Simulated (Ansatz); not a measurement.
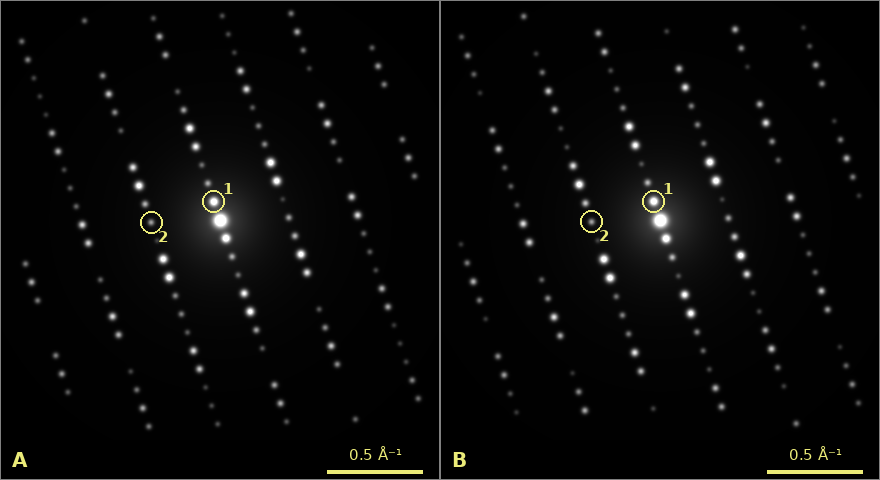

Kinematic electron diffraction patterns (300 kV, B = 0.5 Å², same scale) along [010] of the run's own cell, for the start and the end of one relaxation of ReSb2 with DFT PBE, scalar-relativistic, plane waves, PAW in Ansatz 0.2.0. k mesh 12×12×4. The start is a generated model structure, and the relaxation ends in the nearest stationary point of its symmetry, not necessarily the ground state. Spot 1 is 0 0 -1 and spot 2 is -1 0 -1 in both.

Start structure:

```
Re Sb
1.0
     3.31464    0.00000    0.00000
    -1.65732    2.87057    0.00000
     0.00000    0.00000    9.56369
Re Sb
1 2
Direct
  0.00000 0.00000 0.00000
  0.33333 0.66667 0.21127
  0.66667 0.33333 0.78873
```

Q: Which pattern belongs to the start structure, and which to the relaxed one?

A: B is the start: its cell gives d(1) = 9.564 Å, d(2) = 2.749 Å and an angle of 73.3°. A is the relaxed structure, with d(1) = 9.742 Å (+1.9 %), d(2) = 2.730 Å (-0.7 %) and 73.7°.

Q: Name reflections whose intensity changes strongly on relaxation.

A: 0 0 6 goes from 5 to 10 % of the strongest spot; 1 0 7 goes from 11 to 6 % of the strongest spot.

Q: What did the relaxation do to the structure and the energy?

A: The volume changed by +0.0 % to 30.33 Å³ an atom; with the mean shift removed, the atoms moved by up to 0.06 Å relative to the cell (Sb most); the space group stayed P-3m1 (No. 164); the free energy fell by 6.1 meV an atom. Relaxed cell: a = 3.284 Å, b = 3.284 Å, c = 9.742 Å, α = 90.00°, β = 90.00°, γ = 120.00°.
